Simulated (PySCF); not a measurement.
# C4H14AlAs: circular dichroism and optical rotation

Wanted: circular dichroism and optical rotation for C4H14AlAs (`[H][As@OH14+]([H])(C)[Al@H-]([CH3])[CH2]C`).

Programs: PySCF 2.14.0, with routines of our own; each step states its level. All values are computed. Atoms count from 0.

## (1) The system as given

20 atoms, charge 0, multiplicity 1; geometry from: GFN2-xTB.

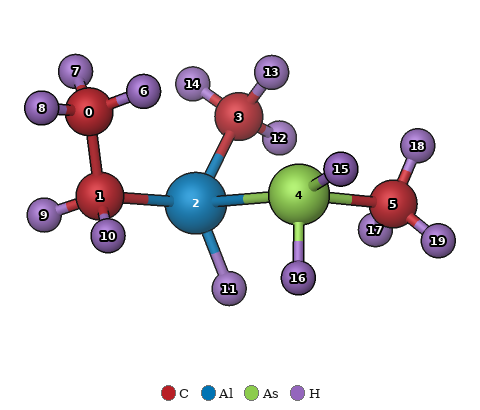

The starting geometry (carbon red, aluminium blue, arsenic green, hydrogen purple); sticks join atoms by distance alone.

## (2) Circular dichroism and optical rotation: TDDFT BLYP/def2-SVPD

Job settings and geometry (Å):

```
{"job": {"kind": "ecd", "xc": "BLYP", "basis": "def2-SVPD", "nstates": 20, "wavelengths": [1907, 532], "scf": {"diis": false, "max_cycle": 84}}, "charge": 0, "multiplicity": 1}
C     -2.334553    -1.317334     0.136116
C     -1.971960    -0.605022    -1.178048
Al    -0.566546     0.794373    -0.862940
C     -0.328722     1.848152     0.814514
As     1.437107    -0.972360    -0.527968
C      2.829647     0.371028    -0.261250
H     -1.426604    -1.690153     0.624451
H     -2.822060    -0.627074     0.823108
H     -3.003366    -2.163058    -0.028048
H     -2.901037    -0.255941    -1.648607
H     -1.566086    -1.359845    -1.877279
H      0.216597     1.281192    -2.138559
H      0.279822     2.748948     0.666746
H      0.163557     1.271432     1.611750
H     -1.278744     2.193818     1.237655
H      2.251301    -2.157208    -0.063486
H      1.774147    -1.277669    -1.946474
H      2.463847     1.314531    -0.669477
H      3.013234     0.508486     0.805090
H      3.765270     0.104383    -0.749420
```

Method: TDDFT BLYP/def2-SVPD circular dichroism and optical rotation, one conformer, gas phase.

Run with:

```sh
$ OMP_NUM_THREADS=1 python excited_run.py task.json out
```

This one command runs all jobs of the session in turn.

Output:

```text
final grid: 145008 points
cycle   1  E = -2638.4003709453  dE = -7.584e-01  |g| = 8.743e-01  |ddm| = 6.180e+00
cycle   2  E = -2637.9943511218  dE =  4.060e-01  |g| = 1.450e+00  |ddm| = 3.085e+00
cycle   3  E = -2636.9097113642  dE =  1.085e+00  |g| = 2.572e+00  |ddm| = 4.783e+00
cycle   4  E = -2628.5899283536  dE =  8.320e+00  |g| = 4.528e+00  |ddm| = 3.115e+01
cycle   5  E = -2489.2226003358  dE =  1.394e+02  |g| = 1.639e+01  |ddm| = 5.885e+01
cycle   6  E = -2348.1901875334  dE =  1.410e+02  |g| = 1.472e+01  |ddm| = 1.007e+03
cycle   7  E = -2159.9188480779  dE =  1.883e+02  |g| = 1.748e+01  |ddm| = 1.035e+03
cycle   8  E = -2150.3617744912  dE =  9.557e+00  |g| = 1.377e+01  |ddm| = 8.326e+02
cycle   9  E = -2048.8276051600  dE =  1.015e+02  |g| = 2.045e+01  |ddm| = 8.784e+02
cycle  10  E = -2135.2168887348  dE = -8.639e+01  |g| = 1.432e+01  |ddm| = 7.304e+02
[... 64 cycles left out ...]
cycle  75  E = -2039.6045686652  dE =  9.547e+01  |g| = 2.130e+01  |ddm| = 7.293e+02
cycle  76  E = -2135.0738388871  dE = -9.547e+01  |g| = 1.435e+01  |ddm| = 7.293e+02
cycle  77  E = -2039.6045686650  dE =  9.547e+01  |g| = 2.130e+01  |ddm| = 7.293e+02
cycle  78  E = -2135.0738388871  dE = -9.547e+01  |g| = 1.435e+01  |ddm| = 7.293e+02
cycle  79  E = -2039.6045686651  dE =  9.547e+01  |g| = 2.130e+01  |ddm| = 7.293e+02
cycle  80  E = -2135.0738388870  dE = -9.547e+01  |g| = 1.435e+01  |ddm| = 7.293e+02
cycle  81  E = -2039.6045686654  dE =  9.547e+01  |g| = 2.130e+01  |ddm| = 7.293e+02
cycle  82  E = -2135.0738388870  dE = -9.547e+01  |g| = 1.435e+01  |ddm| = 7.293e+02
cycle  83  E = -2039.6045686648  dE =  9.547e+01  |g| = 2.130e+01  |ddm| = 7.293e+02
cycle  84  E = -2135.0738388870  dE = -9.547e+01  |g| = 1.435e+01  |ddm| = 7.293e+02
SCF not converged, last energy = -2135.0738388870
```

Run time: 4.6 min. Hardware: 1 thread of Arm Neoverse V1, shared host; peak memory 0.91 GiB.

Diagnosis: The SCF swings between two densities 95.47 Eh apart: plain iteration without DIIS overshoots. Cure: turn DIIS on. Numbers printed on the way are no properties of the molecule.

## (3) Circular dichroism and optical rotation: TDDFT LC-wPBE/def2-SVPD, origin shifted, frozen core

Settings changed since step 2:

```diff
@@ -1,2 +1,2 @@
-{"job": {"kind": "ecd", "xc": "BLYP", "basis": "def2-SVPD", "nstates": 20, "wavelengths": [1907, 532], "scf": {"diis": false, "max_cycle": 84}}, "charge": 0, "multiplicity": 1}
+{"job": {"kind": "ecd", "xc": "LC-wPBE", "basis": "def2-SVPD", "nstates": 20, "wavelengths": [589.3], "origin_shift": [0, 5, 0], "frozen_core": true}, "charge": 0, "multiplicity": 1}
 C     -2.334553    -1.317334     0.136116
```

Level: TDDFT LC-wPBE/def2-SVPD circular dichroism and optical rotation, one conformer, gas phase.

Output:

```text
coarse grid: 69016 points
cycle   1  E = -2638.1634303185  dE = -5.924e-01  |g| = 4.237e-01  |ddm| = 5.282e+00
cycle   2  E = -2638.1967437410  dE = -3.331e-02  |g| = 2.984e-01  |ddm| = 9.302e-01
cycle   3  E = -2638.2106419057  dE = -1.390e-02  |g| = 4.120e-02  |ddm| = 4.645e-01
cycle   4  E = -2638.2112207013  dE = -5.788e-04  |g| = 1.227e-02  |ddm| = 1.273e-01
cycle   5  E = -2638.2112644627  dE = -4.376e-05  |g| = 3.362e-03  |ddm| = 2.584e-02
cycle   6  E = -2638.2112687612  dE = -4.298e-06  |g| = 7.783e-04  |ddm| = 1.092e-02
final grid: 145008 points
cycle   7  E = -2638.2112258496  dE = -4.878e-07  |g| = 5.880e-04  |ddm| = 7.560e-03
cycle   8  E = -2638.2112259200  dE = -7.037e-08  |g| = 4.652e-04  |ddm| = 1.788e-03
cycle   9  E = -2638.2112259559  dE = -3.590e-08  |g| = 6.690e-05  |ddm| = 6.609e-04
cycle  10  E = -2638.2112259458  dE =  1.011e-08  |g| = 2.699e-05  |ddm| = 3.131e-04
cycle  11  E = -2638.2112259462  dE = -3.929e-10  |g| = 6.248e-06  |ddm| = 7.681e-05
converged SCF energy = -2638.2112259462

Singlet excitations and rotatory strengths (1e-40 esu^2 cm^2)
state   eV       nm     f(len)   f(vel)    R(len)    R(vel)   main configurations
  1   5.8626   211.5  0.00246  0.00270   -25.904   -27.077   H->L 0.86
  2   6.3431   195.5  0.01084  0.01056    24.362    25.234   H-1->L 0.84
  3   6.7037   184.9  0.20306  0.20863    -3.343    -4.648   H-2->L 0.80
  4   7.3037   169.8  0.04605  0.04860   -11.291   -12.534   H-2->L+1 0.33, H->L+1 0.18, H-2->L+2 0.18
  5   7.4391   166.7  0.05022  0.05281    43.959    44.535   H->L+2 0.45, H->L+1 0.28
  6   7.6089   162.9  0.03836  0.04196    10.309     9.093   H->L+2 0.20, H->L+1 0.19, H->L+3 0.15
  7   7.7090   160.8  0.05369  0.05571     8.153     7.414   H->L+3 0.45, H->L+5 0.11, H->L+1 0.10
  8   7.8500   157.9  0.04352  0.04537   -46.671   -47.383   H-1->L+1 0.61
  9   8.0808   153.4  0.06460  0.06597   -24.578   -24.917   H->L+4 0.43, H-1->L+3 0.16
 10   8.1353   152.4  0.12949  0.13557    14.831    11.694   H-2->L+2 0.31, H-2->L+3 0.27, H-2->L+1 0.11
 11   8.2536   150.2  0.07663  0.08175   -35.000   -37.120   H-1->L+3 0.30, H->L+4 0.18, H-1->L+2 0.12
 12   8.6108   144.0  0.05015  0.05046    54.067    55.141   H-6->L 0.33, H-3->L 0.13, H-5->L 0.10
 13   8.6751   142.9  0.08906  0.09212   -12.572    -9.463   H-1->L+2 0.31, H-1->L+5 0.10, H->L+5 0.09
 14   8.7191   142.2  0.06989  0.06968  -133.360  -135.768   H-1->L+2 0.18, H->L+4 0.09, H-3->L 0.08
 15   8.8014   140.9  0.02958  0.02967    42.367    43.131   H-3->L 0.19, H->L+5 0.10, H-5->L 0.09
 16   8.8671   139.8  0.00170  0.00146    -2.127    -3.637   H-1->L+5 0.20, H-3->L 0.15, H->L+5 0.14
 17   8.8804   139.6  0.21116  0.21285   146.429   146.491   H->L+6 0.29, H->L+10 0.10, H-5->L 0.09
 18   8.9958   137.8  0.03589  0.03615   -36.512   -36.210   H-3->L 0.24, H-6->L 0.22
 19   9.1528   135.5  0.04647  0.04646   -61.614   -61.140   H->L+7 0.15, H->L+10 0.15, H->L+12 0.11
 20   9.1665   135.3  0.08276  0.08693   -51.760   -53.463   H-1->L+4 0.17, H->L+10 0.16

Specific rotation (deg / (dm g/mL))
    nm     length   length(OI)   velocity    alpha(len)  alpha(vel)
  589.3     -11.22      -8.32     -12.68      112.243    112.623
```

Run time: 1.8 min. Hardware: 1 thread of Arm Neoverse V1, shared host; peak memory 1.2 GiB.

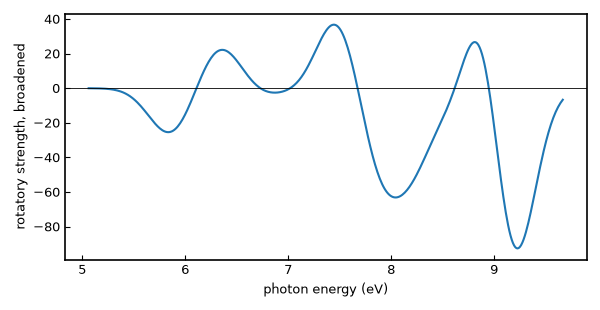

Circular dichroism: velocity-form rotatory strengths under Gaussians of 0.3 eV half-width at 1/e.

## (4) Results

| quantity | value |
| --- | --- |
| state of largest rotatory strength (velocity form) among 20 (step 3, TDDFT LC-wPBE/def2-SVPD, origin shifted, frozen core) | 8.88 eV, R = +146.5 (velocity), +146.4 (length) ·10⁻⁴⁰ esu² cm² |
| specific rotation at 589.3 nm (step 3, TDDFT LC-wPBE/def2-SVPD, origin shifted, frozen core) | -12.7 (velocity), -11.2 (length) |
| runs | 1 failed, 0 ended on unsound input |

What this shows: Steps that list no spin-orbit terms leave them out, which matters at and beside the heavy atoms. Rotations belong to one conformer. The length form depends on the origin in a finite basis. The geometry comes from tight binding, which is rough for metal atoms, and these values hang on it.
